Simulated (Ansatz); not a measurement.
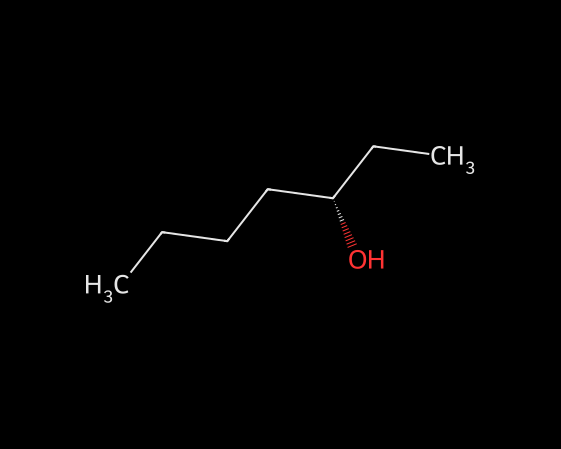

The drawing above gives the connectivity. The geometry was computed by an optimisation with PBE0-D4/def2-TZVP. No frequency run is at hand to confirm it as a minimum.

What does the molecule look like in three dimensions?

It has 24 atoms: 7 carbon, 16 hydrogen and 1 oxygen (C7H16O). Its SMILES string is `CCCC[C@@H](O)CC`. It has no ring. Among its groups: alcohol. The point group is C1. Coordination: 7 C tetrahedral; 1 O bent.

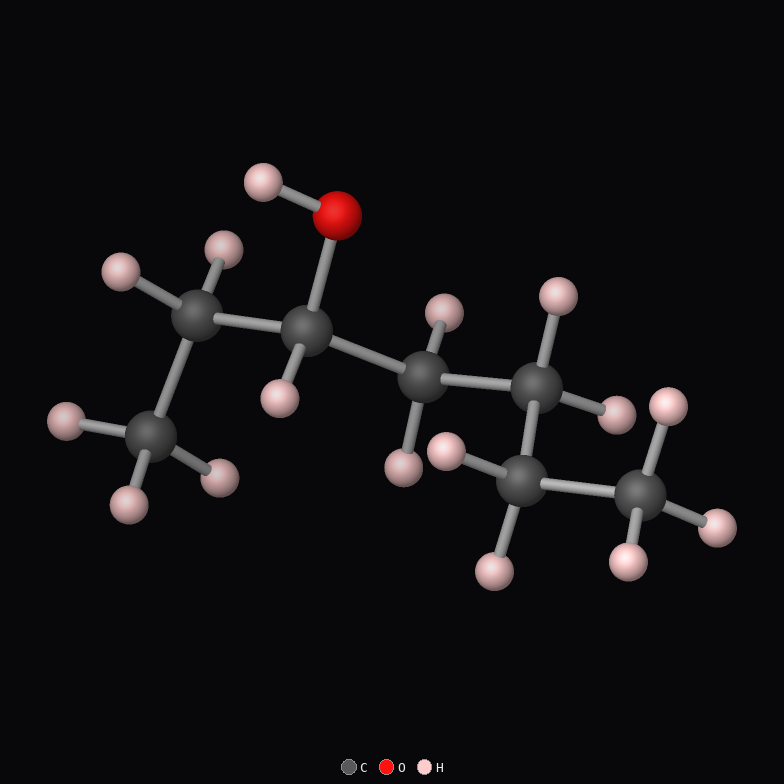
